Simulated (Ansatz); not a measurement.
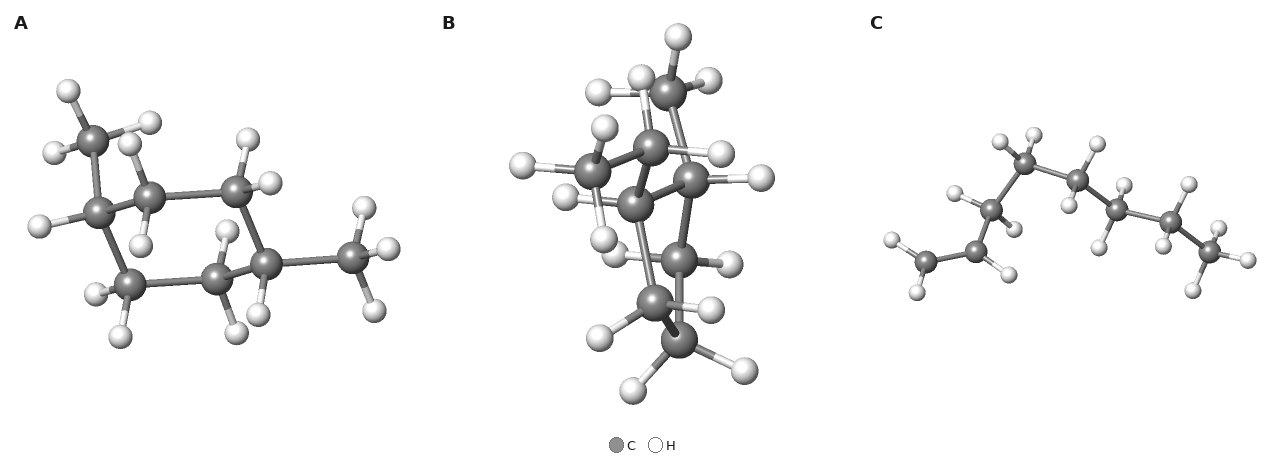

Figure made from data computed with Ansatz.

**Which panel belongs to which SMILES?**
(1) C[C@H]1CC[C@@H](C)CC1
(2) CC[C@@H]1CCC[C@H]1C
(3) C=CCCCCCC

A is (1), B is (2), C is (3).
